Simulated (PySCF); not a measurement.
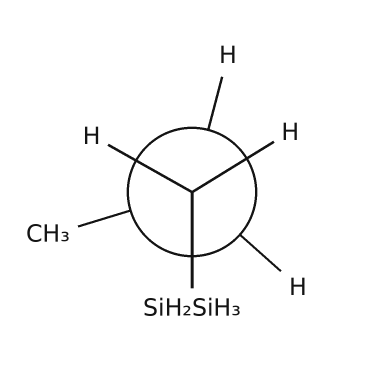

A Newman projection along the Si–Si bond, silicon in front; angles are drawn as computed, but eclipsed bonds slightly apart. The computed structure is the end point of a PBE0-D3(BJ)/def2-SVP optimisation. No frequency run is at hand to confirm it as a minimum.

### Which molecule is it?

CH12Si4, C[SiH2][SiH2][SiH2][SiH3]

### What is the torsion angle from the front SiH2SiH3 to the back CH3? The sign is positive where the front bond must turn clockwise to cover the back bond.

73°, synclinal (gauche). The conformation about this bond is staggered.
